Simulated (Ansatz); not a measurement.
Take SrTiO3 in the cubic perovskite structure (space group Pm-3m, No. 221; a = 3.907 Å) as the base.

The change: a hydrostatic pressure of 0.3 GPa.

Level of theory: Ansatz (a first-principles code) r2SCAN, no spin-orbit coupling.

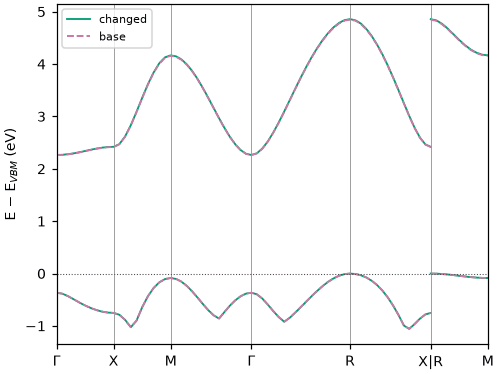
Highest valence and lowest conduction band along the path, each from its own valence-band maximum

Problem. Read the changed gap and its character from the plot.

Solution. About 2.3 eV, indirect, R → Γ.

Load acts through the strain it causes; cell and atoms are relaxed under it. No phonon test of stability was made. The final runs are not spin-polarised. Many cubic perovskites are stable only at high temperature; tilts and polar distortions were not tested.
